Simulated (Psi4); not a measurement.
# HF/3-21G run of CH4FSi− (SMILES C[SiH-]F)

Aim: the vertical singlet–triplet gap of CH4FSi− at HF/3-21G, from 2 runs. 

The calculation is run with Psi4 1.11.

1 further run of the same task is left out (set aside as unsound or not needed).

### 1 Starting point

CH4FSi−: 7 atoms, total charge -1, spin state singlet. SMILES: `C[SiH-]F`. Geometry: relaxed at GFN2-xTB.

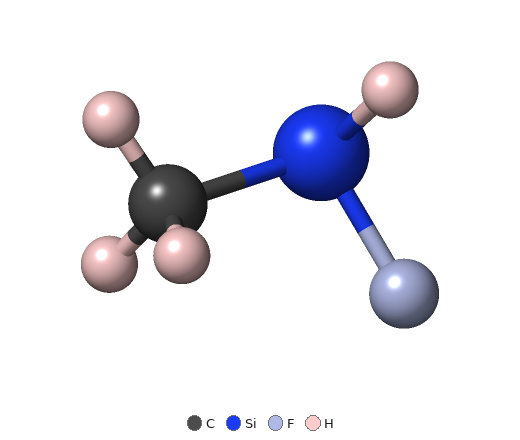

The structure, seen from a chosen angle (carbon dark grey, silicon blue, fluorine light blue, hydrogen pink).

### 2 Energy and gradient at HF/3-21G

The input, ch4fsi.inp:

```
memory 1600 MB

molecule {
  -1 1
  C     -0.619000     0.374770    -0.292140
  Si     0.995600    -0.664820    -0.301260
  F      0.619160    -1.743790     0.991740
  H     -1.448800    -0.178770    -0.743640
  H     -0.473380     1.273380    -0.902000
  H     -0.956350     0.705050     0.699130
  H      1.882770     0.234180     0.548170
  symmetry c1
  no_reorient
  no_com
}

set {
  basis 3-21G
  reference rhf
  puream true
  e_convergence 1e-09
  d_convergence 1e-08
  scf_type pk
}

gradient("hf")
print_variables()
```

The run is started by

```bash
psi4 -i ch4fsi.inp -o ch4fsi.out -n 1
```

ch4fsi.out:

```text
[...]
  Running in c1 symmetry.
[...]
  Nuclear repulsion =  103.448327172703586
[...]
  Multiplicity = 1
[...]
  Nalpha       = 17
  Nbeta        = 17
[...]
    Number of basis functions: 39
[...]
   @RHF iter   1:  -426.21733629465854   -9.66727e-01   1.06822e-02 DIIS/ADIIS
[...]
   @RHF iter  11:  -426.30348802689019   -1.30740e-12   2.85287e-09 DIIS
[...]
    Orbital Energies [Eh]
    ---------------------
    Doubly Occupied:
       1A    -68.052701     2A    -25.825711     3A    -10.947233
       4A     -5.851558     5A     -3.946723     6A     -3.946092
       7A     -3.944396     8A     -1.247261     9A     -0.742869
      10A     -0.451317    11A     -0.366785    12A     -0.361129
      13A     -0.336648    14A     -0.334595    15A     -0.295565
      16A     -0.204740    17A     -0.049087
[...]
  @RHF Final Energy:  -426.30348802689019
   => Energetics <=
    Nuclear Repulsion Energy =            103.4483271727035856
    One-Electron Energy =                -805.6948091552723099
    Two-Electron Energy =                 275.9429939556785598
    Total Energy =                       -426.3034880268901929
[...]
 Multipole Moments:
 ------------------------------------------------------------------------------------
     Multipole            Electronic (a.u.)      Nuclear  (a.u.)        Total (a.u.)
 ------------------------------------------------------------------------------------
 L = 1.  Multiply by 2.5417464519 to convert [e a0] to [Debye]
 Dipole X            :        -29.6906470           27.9699876           -1.7206594
 Dipole Y            :         40.8246674          -39.1534813            1.6711861
 Dipole Z            :         -4.8394644            4.8317273           -0.0077370
 Magnitude           :                                                    2.3986646
[...]
  -Total Gradient:
     Atom            X                  Y                   Z
    ------   -----------------  -----------------  -----------------
       1        0.021163143505    -0.018715168973    -0.003935281665
       2       -0.011366834823     0.032152040200    -0.004141314486
       3        0.001210387051    -0.001254261449     0.009199049656
       4       -0.003468130307    -0.000554056895    -0.001056700178
       5        0.000173416117     0.001758469814    -0.000873905949
       6       -0.002318560991     0.002206190527     0.003940459318
       7       -0.005393420556    -0.015593213225    -0.003132306697
[...]
```

It took 2.2 s on 1 thread of Intel Xeon 6975P-C (Granite Rapids), shared host; peak memory 0.18 GiB.

### 3 The triplet, same level

The input, calc.dat:

```
memory 1600 MB

molecule m {
  -1 3
  C     -1.16974047     0.70821266    -0.55206459
  Si     1.88141133    -1.25632772    -0.56929889
  F      1.17004283    -3.29528552     1.87411699
  H     -2.73783521    -0.33782634    -1.40527594
  H     -0.89455855     2.40633945    -1.70453296
  H     -1.80723958     1.33235140     1.32116423
  H      3.55791966     0.44253606     1.03589117
  units au
  symmetry c1
}

set globals {
  reference uhf
  puream true
  e_convergence 1e-09
  d_convergence 1e-08
  scf_type pk
  maxiter 200
}

energy_value, wavefunction = gradient('scf/3-21G', return_wfn=True)
```

The run is started by

```bash
psi4 -n 1 calc.dat calc.out
```

calc.out (excerpt; [...] marks lines left out):

```text
[...]
  Running in c1 symmetry.
[...]
  Nuclear repulsion =  103.448327198447288
[...]
  Multiplicity = 3
[...]
  Nalpha       = 18
  Nbeta        = 16
[...]
    Number of basis functions: 39
[...]
   @UHF iter   1:  -426.06873343975167   -8.18124e-01   1.13434e-02 DIIS/ADIIS
[...]
   @UHF iter  16:  -426.16468466191219   -2.55795e-12   8.64564e-09 DIIS
[...]
   @S^2 Observed:                2.003574499E+00
[...]
  @UHF Final Energy:  -426.16468466191219
   => Energetics <=
    Nuclear Repulsion Energy =            103.4483271984472879
    One-Electron Energy =                -805.2853053394094331
    Two-Electron Energy =                 275.6722934790499835
    Total Energy =                       -426.1646846619121902
  UHF NO Occupations:
  HONO-2 :   16  A 1.9993111
  HONO-1 :   17  A 1.0000000
[...]
 Multipole Moments:
 ------------------------------------------------------------------------------------
     Multipole            Electronic (a.u.)      Nuclear  (a.u.)        Total (a.u.)
 ------------------------------------------------------------------------------------
 L = 1.  Multiply by 2.5417464519 to convert [e a0] to [Debye]
 Dipole X            :          2.1865370           -2.8957647           -0.7092277
 Dipole Y            :         -5.4440011            5.5653634            0.1213623
 Dipole Z            :          1.3129648           -1.6076120           -0.2946472
 Magnitude           :                                                    0.7775279
[...]
  -Total Gradient:
     Atom            X                  Y                   Z
    ------   -----------------  -----------------  -----------------
       1        0.024042829524    -0.005844589824     0.013599457234
       2       -0.021620848525    -0.015109374558    -0.007765253979
       3        0.011190537320     0.004233943249    -0.005588919738
       4        0.002392503951    -0.002639900233    -0.001761490516
       5        0.001882766471     0.006456208812    -0.006659815520
       6       -0.006301431682     0.006190418734     0.001808718283
       7       -0.011586357058     0.006713293820     0.006367304232
[...]
```

It took 1.7 s on 1 thread of Intel Xeon 6975P-C (Granite Rapids), shared host; peak memory 0.18 GiB.

### 4 Outcome

At HF/3-21G:

| quantity | value |
| --- | --- |
| singlet: total energy | -426.30349 Eh |
| singlet: HOMO energy | -1.34 eV |
| singlet: LUMO energy | 10.48 eV |
| singlet: HOMO–LUMO gap (to an unbound level, set by the basis) | 11.81 eV |
| singlet: largest force on an atom | 1.766 eV/Å |
| triplet: total energy | -426.16468 Eh |
| triplet: HOMO energy (highest over α and β) | 2.70 eV |
| triplet: LUMO energy (lowest over α and β) | 7.05 eV |
| triplet: ⟨S²⟩ | 2.004 |
| triplet: largest force on an atom | 1.452 eV/Å |
| vertical energy of the triplet above the singlet | 3.777 eV |

In words: At this shape the triplet lies 3.78 eV (364 kJ/mol) above the singlet. For an anion a state so high probably lies above electron detachment. The largest force (singlet) is 1.77 eV/Å: the shape isn't a stationary point for this species at this level. The HOMO (triplet) lies at positive energy, 2.70 eV: the electron is unbound at this level or held by a compact basis; values depend on the basis.
